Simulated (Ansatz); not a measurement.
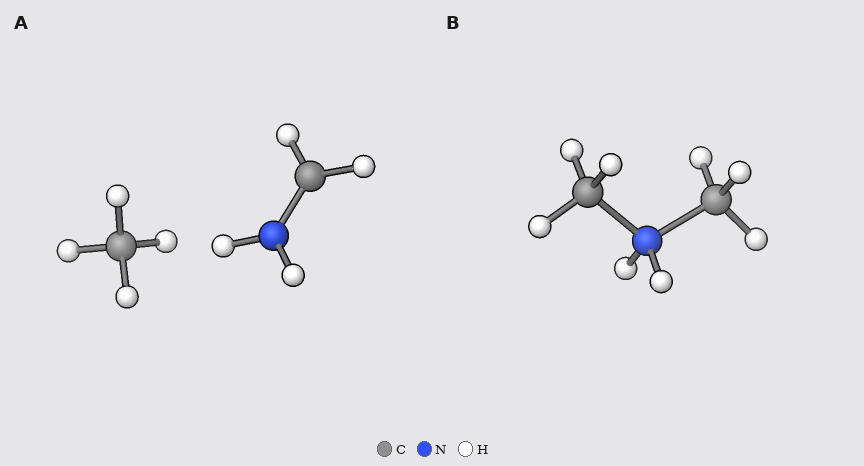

2 stationary structures of one formula. The species has charge +1 and is a spin singlet. Geometries: PBE0-D4/def2-TZVP. Electronic energies: RHF-CCSD(T) (frozen core)/def2-TZVPP (Ansatz 0.2.0), without zero-point energy. No frequency run is at hand to confirm each as a minimum. Each is one conformer, not always the lowest.

Rank them by energy, lowest first.

Answer. B is lowest; A lies 21.5 kcal/mol above it.

Give E(B) − E(A) in kcal/mol at these levels too: PBE-D4/def2-TZVPP; PBE0-D4/def2-TZVPP; PBE0-D4/def2-TZVP; r2SCAN-D4/def2-TZVPP; B3LYP-D4/def2-TZVPP; ωB97M-V/def2-TZVPP; RHF-CCSD(T) (frozen core)/def2-TZVPP.

| level | E(B) − E(A) (kcal/mol) |
| --- | --- |
| PBE-D4/def2-TZVPP | −21.3 |
| PBE0-D4/def2-TZVPP | −24.1 |
| PBE0-D4/def2-TZVP | −24.3 |
| r2SCAN-D4/def2-TZVPP | −22.2 |
| B3LYP-D4/def2-TZVPP | −19.4 |
| ωB97M-V/def2-TZVPP | −21.6 |
| RHF-CCSD(T) (frozen core)/def2-TZVPP | −21.5 |
